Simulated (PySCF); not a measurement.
# C₈H₁₂: a tour of settings, part 1 of 2

Which settings matter for C₈H₁₂ (`C/C=C\C=C\C1CC1`)?

The runs use PySCF 2.14.0, with density-fitted response routines of our own; the level of theory stands in each step. All values are computed, except where a source is named. Atoms count from 0, in the outputs and in this text.

## (1) The starting structure

20 atoms, charge 0, multiplicity 1; geometry from: GFN2-xTB.

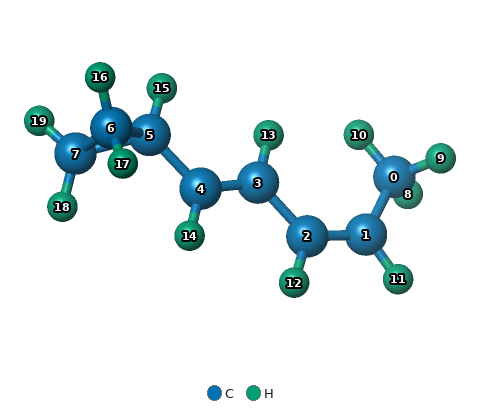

As it starts; carbon blue, hydrogen teal, atoms numbered; sticks join atoms by distance.

## (2) NMR shieldings: PBE0/pcSseg-1

What the job is given:

```
{"job": {"kind": "nmr", "xc": "PBE0", "basis": "pcSseg-1", "pop": true, "scf": {"conv": 1e-06}, "grid": 3}, "charge": 0, "multiplicity": 1}
C      3.405342     0.819593     0.778346
C      2.958715    -0.425959     0.089522
C      1.711991    -0.765227    -0.246666
C      0.511886     0.000036    -0.015757
C     -0.703000    -0.422946    -0.377951
C     -1.943600     0.322974    -0.151304
C     -3.214678    -0.427816     0.161665
C     -3.059382     0.238311    -1.163811
H      4.202397     1.294025     0.205715
H      3.812225     0.573993     1.760441
H      2.597460     1.532531     0.907352
H      3.760796    -1.114861    -0.144592
H      1.556608    -1.714039    -0.746241
H      0.609013     0.956752     0.478236
H     -0.812808    -1.380799    -0.871295
H     -1.809284     1.276564     0.345292
H     -3.891883     0.003699     0.882716
H     -3.165176    -1.505443     0.201024
H     -2.901937    -0.382803    -2.032563
H     -3.629832     1.132094    -1.364979
```

Method: GIAO PBE0/pcSseg-1 NMR shielding, non-relativistic, gas phase.

Command:

```
$ OMP_NUM_THREADS=1 python probes_run.py task.json out
```

This one command runs all jobs of the session in turn.

The program printed:

```text
final grid: 230640 points
cycle   1  E = -311.5378581954  dE =  1.080e+00  |g| = 4.127e-01  |ddm| = 3.993e+00
cycle   2  E = -311.5428386118  dE = -4.980e-03  |g| = 4.088e-01  |ddm| = 8.080e-01
cycle   3  E = -311.5878546325  dE = -4.502e-02  |g| = 3.497e-02  |ddm| = 4.037e-01
cycle   4  E = -311.5879797389  dE = -1.251e-04  |g| = 2.589e-02  |ddm| = 4.912e-02
cycle   5  E = -311.5881316108  dE = -1.519e-04  |g| = 7.199e-03  |ddm| = 2.442e-02
cycle   6  E = -311.5881435406  dE = -1.193e-05  |g| = 1.956e-03  |ddm| = 7.926e-03
cycle   7  E = -311.5881445029  dE = -9.623e-07  |g| = 2.305e-04  |ddm| = 1.961e-03
converged SCF energy = -311.5881445029

GIAO shielding tensors (ppm)
atom      isotropic    diamagn.    paramagn.     s11        s22        s33       span
  0 C      170.155     248.286     -78.131    152.154    175.138    183.172     31.019
  1 C       55.914     255.314    -199.401    -47.445     56.450    158.737    206.182
  2 C       50.586     255.118    -204.532    -54.724     62.707    143.774    198.498
  3 C       56.518     257.147    -200.629    -55.181     66.478    158.258    213.439
  4 C       39.507     254.395    -214.888    -63.815     53.754    128.583    192.398
  5 C      167.369     240.801     -73.432    129.497    153.253    219.357     89.859
  6 C      176.854     255.468     -78.614    146.932    176.811    206.819     59.887
  7 C      176.864     255.978     -79.114    146.998    176.831    206.762     59.764
  8 H       29.953      27.158       2.794     26.085     27.492     36.281     10.196
  9 H       29.918      27.768       2.150     26.158     27.267     36.329     10.171
 10 H       29.422      32.013      -2.591     24.609     30.240     33.419      8.810
 11 H       26.185      30.293      -4.108     23.437     26.140     28.976      5.539
 12 H       25.557      33.017      -7.460     23.498     23.505     29.669      6.172
 13 H       24.866      35.790     -10.924     20.504     22.498     31.596     11.092
 14 H       26.576      34.972      -8.397     23.319     24.434     31.974      8.656
 15 H       30.313      31.995      -1.682     23.594     29.232     38.112     14.517
 16 H       30.909      30.425       0.485     25.304     26.854     40.570     15.266
 17 H       31.374      31.654      -0.280     25.858     28.493     39.772     13.914
 18 H       31.368      31.649      -0.281     25.845     28.487     39.772     13.927
 19 H       30.903      30.406       0.497     25.298     26.847     40.564     15.266
```

It took 44 s on 1 thread of Arm Neoverse V1, shared host; peak memory 0.82 GiB.

Shifts follow as δ = σ(reference) − σ, with reference shieldings (ppm) from runs at the same level and on the same kind of geometry: 1H TMS 31.72, 13C TMS 186.9. The references are single molecules in the gas phase. Atoms listed in one row are averaged.

```tsv
atoms	environment	σ (ppm)	δ (ppm)	δ scaled to CDCl3
C4	alkene CH	39.5	147.4	142.0
C2	alkene CH	50.6	136.3	131.2
C1	alkene CH	55.9	131.0	126.0
C3	alkene CH	56.5	130.4	125.4
C5	three-membered-ring carbon	167.4	19.6	17.2
C0	allylic methyl carbon	170.2	16.8	14.5
C6, C7	three-membered-ring carbon	176.9	10.1	7.9
H13	hydrogen on an alkene CH	24.87	6.85	6.56
H12	hydrogen on an alkene CH	25.56	6.16	5.91
H11	hydrogen on an alkene CH	26.18	5.53	5.32
H14	hydrogen on an alkene CH	26.58	5.14	4.95
H8, H9, H10	hydrogen on an allylic methyl carbon	29.76	1.95	1.95
H15	hydrogen on a three-membered-ring carbon	30.31	1.40	1.43
H16, H19	hydrogen on a three-membered-ring carbon	30.91	0.81	0.87
H17, H18	hydrogen on a three-membered-ring carbon	31.37	0.35	0.43
```

The scaled column applies a straight-line fit of computed shieldings to shifts measured in CDCl3 (root-mean-square error 0.16 ppm for H, 1.9 ppm for C).

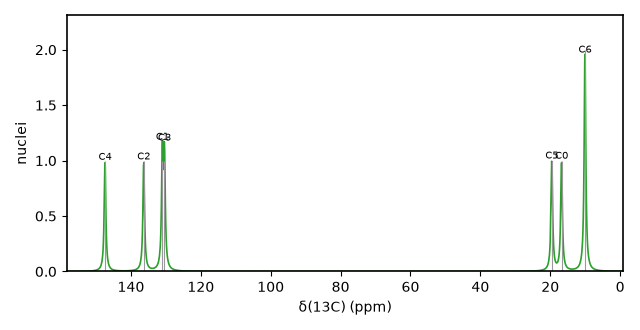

13C lines at the computed shifts, without couplings. Lines are broadened to a width of 0.55 ppm (Lorentzian).

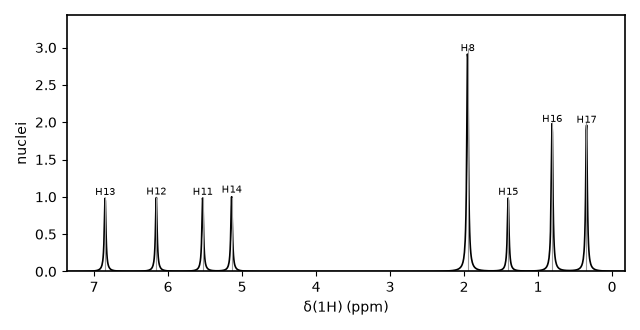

1H lines at the computed shifts, without couplings. Lines are broadened to a width of 0.03 ppm (Lorentzian).

Charges from the same density, by scheme (e):

```tsv
atoms	Mulliken	IAO	Hirshfeld	ESP fit
C0	-0.21	-0.43	-0.12	-0.31
C1	-0.23	-0.15	-0.04	0.03
C2	-0.12	-0.16	-0.06	-0.42
C3	-0.11	-0.16	-0.06	0.09
C4	-0.05	-0.13	-0.04	-0.42
C5	-0.28	-0.13	-0.04	0.01
C6, C7	-0.18	-0.29	-0.09	-0.31
```

Hirshfeld charges:

C0 -0.12; C1 -0.04; C2 -0.06; C3 -0.06; C4 -0.04; C5 -0.04; C6 -0.09; C7 -0.09; H8 0.05; H9 0.05; H10 0.04; H11 0.04; H12 0.04; H13 0.04; H14 0.04; H15 0.05; H16 0.05; H17 0.05; H18 0.05; H19 0.05

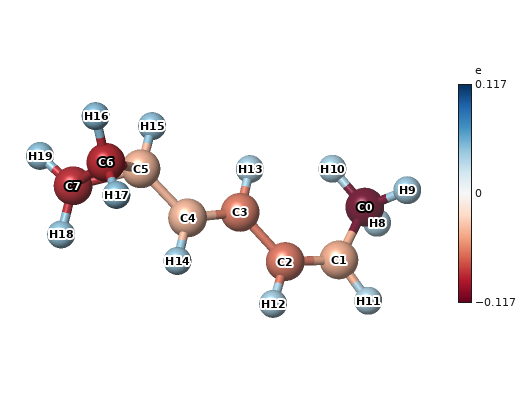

Hirshfeld charges, as colours on the atoms.

Mayer bond orders: C0–C1 1.07, C1–C2 1.86, C2–C3 1.10, C3–C4 1.78, C4–C5 1.03, C5–C6 0.92, C6–C7 0.97, C7–C5 0.92.

Ring of atoms C5, C6, C7: NICS(0) -42.8, NICS(1) -8.2, NICS(1)zz -22.8 ppm (means of both faces).

In rings of three or four atoms NICS is ruled by the nearby σ bonds, so it says little on aromaticity.

Orbitals, density, ELF and potential are computed afterwards from the orbital file.

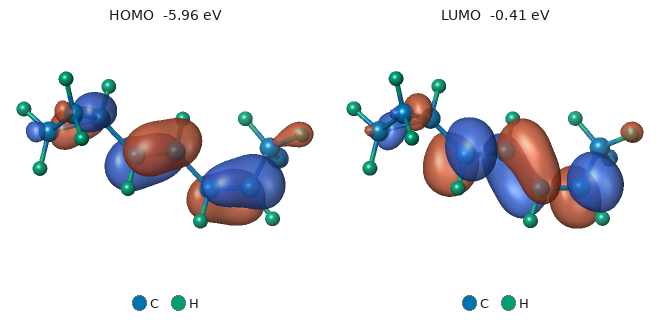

PBE0/pcSseg-1 orbitals near the gap, drawn at the value that encloses 70 % of each; the two colours are the two signs.

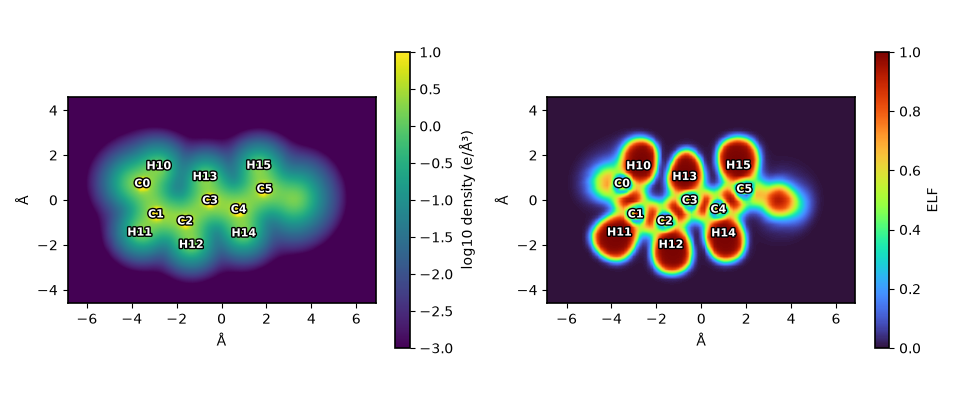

Density (left) and ELF (right) in a plane through or near 12 of the atoms.

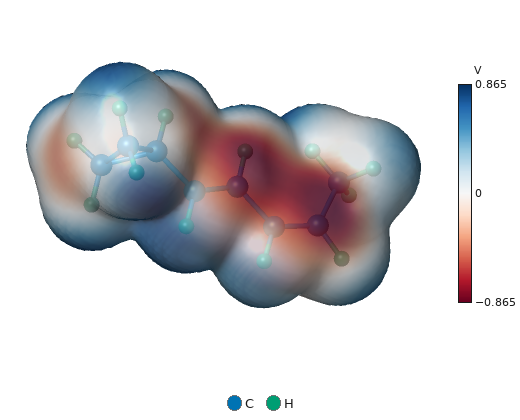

Electrostatic potential on the surface of density 0.002 e/bohr³; red is low, blue high. It runs, from the 1st to the 99th percentile, from -0.87 V near C2 to 0.74 V near H13.

## (3) Shielding tensors: HCTH407/cc-pVDZ

Same as in step 2 but for these lines:

```diff
@@ -1,2 +1,2 @@
-{"job": {"kind": "nmr", "xc": "PBE0", "basis": "pcSseg-1", "pop": true, "scf": {"conv": 1e-06}, "grid": 3}, "charge": 0, "multiplicity": 1}
+{"job": {"kind": "nmr", "xc": "HCTH407", "basis": "cc-pVDZ", "pop": false, "scf": {"guess": "atom"}}, "charge": 0, "multiplicity": 1}
 C      3.405342     0.819593     0.778346
```

Level: GIAO HCTH407/cc-pVDZ NMR shielding, non-relativistic, gas phase.

The program printed:

```text
final grid: 154128 points
cycle   1  E = -311.4034996536  dE =  2.172e+00  |g| = 1.451e+00  |ddm| = 1.080e+01
cycle   2  E = -310.8107155772  dE =  5.928e-01  |g| = 2.029e+00  |ddm| = 7.402e+00
cycle   3  E = -312.0247351420  dE = -1.214e+00  |g| = 1.890e-01  |ddm| = 4.466e+00
cycle   4  E = -312.0212687566  dE =  3.466e-03  |g| = 2.167e-01  |ddm| = 6.560e-01
cycle   5  E = -312.0349710249  dE = -1.370e-02  |g| = 5.565e-02  |ddm| = 3.948e-01
cycle   6  E = -312.0357630343  dE = -7.920e-04  |g| = 1.333e-02  |ddm| = 9.799e-02
cycle   7  E = -312.0358081240  dE = -4.509e-05  |g| = 2.788e-03  |ddm| = 2.448e-02
cycle   8  E = -312.0358085956  dE = -4.716e-07  |g| = 2.502e-03  |ddm| = 7.497e-03
cycle   9  E = -312.0358103316  dE = -1.736e-06  |g| = 2.881e-04  |ddm| = 3.915e-03
cycle  10  E = -312.0358103548  dE = -2.320e-08  |g| = 5.859e-05  |ddm| = 6.288e-04
cycle  11  E = -312.0358103552  dE = -4.426e-10  |g| = 4.337e-05  |ddm| = 1.655e-04
cycle  12  E = -312.0358103557  dE = -5.045e-10  |g| = 5.593e-06  |ddm| = 8.153e-05
converged SCF energy = -312.0358103557

GIAO shielding tensors (ppm)
atom      isotropic    diamagn.    paramagn.     s11        s22        s33       span
  0 C      178.413     248.172     -69.759    162.632    181.194    191.411     28.779
  1 C       74.208     250.831    -176.623    -11.718     70.570    163.770    175.488
  2 C       69.997     253.668    -183.671    -19.299     78.876    150.415    169.714
  3 C       75.419     256.276    -180.857    -20.865     82.108    165.014    185.879
  4 C       59.924     253.176    -193.251    -26.853     70.129    136.496    163.349
  5 C      172.616     243.496     -70.880    137.368    160.682    219.797     82.430
  6 C      183.523     251.671     -68.148    155.719    184.359    210.491     54.771
  7 C      183.540     251.705     -68.165    155.787    184.381    210.453     54.666
  8 H       30.056      26.675       3.381     26.497     27.890     35.780      9.282
  9 H       30.004      27.801       2.202     26.591     27.588     35.832      9.242
 10 H       29.493      35.405      -5.912     25.012     30.358     33.108      8.097
 11 H       26.303      29.379      -3.076     23.874     25.868     29.168      5.294
 12 H       25.780      34.121      -8.341     23.546     24.118     29.676      6.130
 13 H       24.997      38.630     -13.633     20.594     22.996     31.402     10.808
 14 H       26.710      37.098     -10.387     23.267     25.016     31.848      8.581
 15 H       30.312      34.552      -4.240     24.095     29.287     37.554     13.459
 16 H       30.931      29.067       1.864     25.575     27.428     39.789     14.214
 17 H       31.405      32.354      -0.950     26.144     28.958     39.113     12.969
 18 H       31.400      32.179      -0.779     26.132     28.953     39.113     12.980
 19 H       30.926      28.896       2.030     25.571     27.422     39.786     14.215
```

Run time: 37 s. Hardware: 1 thread of Arm Neoverse V1, shared host; peak memory 0.64 GiB.

Key values: δ C4 135.5, C2 125.4, C1 121.2, C3 120.0, H13 6.70, H12 5.92 ppm.

(Continued in part 2 of 2.)
